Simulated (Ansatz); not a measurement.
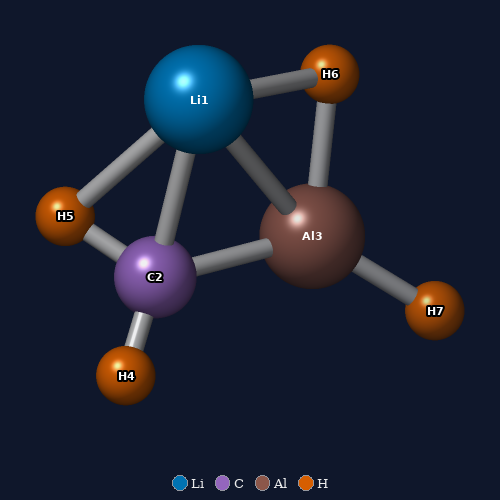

The system is CH4AlLi; the picture shows the grid point nearest to the relaxed geometry. 
- Two internal coordinates are moved rigidly from the geometry relaxed at PBE0-D4/def2-TZVP, all others fixed.
- Coordinates scanned: (1) bond Al3–H7; (2) bond C2–H4.
- The scan uses a 7 × 7 grid.
- Points are written as (first, second).
- Energies are in kJ/mol, from the lowest grid point.
- Theory: RHF-CCSD(T), frozen core/def2-TZVPP (Ansatz 0.2.0).

Its coordinates:

| atom | x (Å) | y (Å) | z (Å) |
| --- | --- | --- | --- |
| Li | -1.5693 | 0.5697 | 0.4221 |
| C | -0.3398 | -0.5182 | -0.7394 |
| Al | 0.8479 | 0.1772 | 0.5051 |
| H | -0.1728 | -1.4427 | -1.2215 |
| H | -0.9087 | 0.1300 | -1.4301 |
| H | -0.0071 | 1.4236 | 1.2071 |
| H | 2.1000 | -0.2951 | 1.2446 |

Range: bond Al3–H7 from 1.362 to 2.059 Å; bond C2–H4 from 0.892 to 1.577 Å.

> What landscape does the calculation give?

The lowest grid point is at (1.529 Å, 1.056 Å). The bottom of the well lies between grid points, at about (1.581 Å, 1.088 Å), about 3.8 kJ/mol lower on the interpolated surface. It is the only kind of minimum in the scanned range. The highest grid point, (2.059 Å, 1.577 Å), lies 251 kJ/mol above the lowest. Round the minimum the two coordinates are nearly uncoupled.

| bond C2–H4 ↓, bond Al3–H7 → | 1.362 | 1.430 | 1.529 | 1.645 | 1.774 | 1.912 | 2.059 |
| --- | --- | --- | --- | --- | --- | --- | --- |
| 1.577 | 209 | 185 | 169 | 170 | 187 | 215 | 251 |
| 1.432 | 144 | 120 | 104 | 105 | 122 | 150 | 186 |
| 1.296 | 87 | 63 | 47 | 48 | 64 | 92 | 128 |
| 1.170 | 48 | 24 | 8 | 8 | 25 | 53 | 89 |
| 1.056 | 41 | 16 | 0 | 1 | 17 | 45 | 81 |
| 0.958 | 75 | 50 | 34 | 35 | 51 | 79 | 115 |
| 0.892 | 133 | 109 | 92 | 93 | 109 | 137 | 173 |

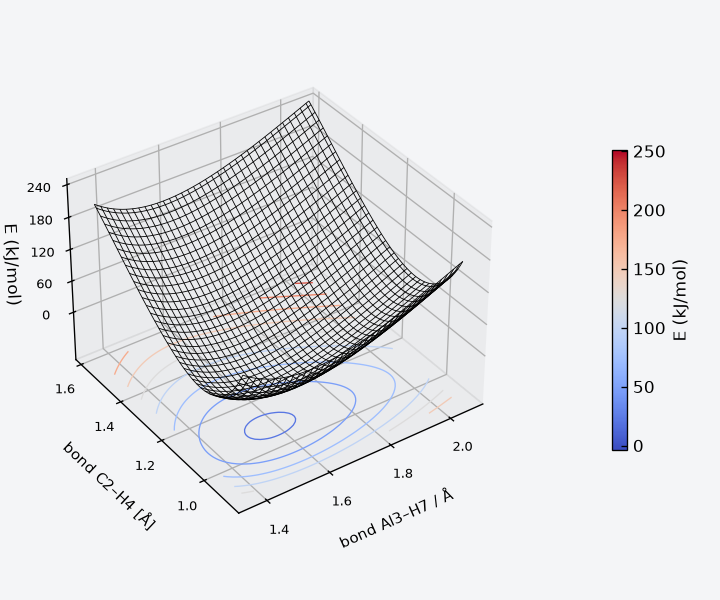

The picture shows a relief with its contours projected below. Between grid points the surface is interpolated.
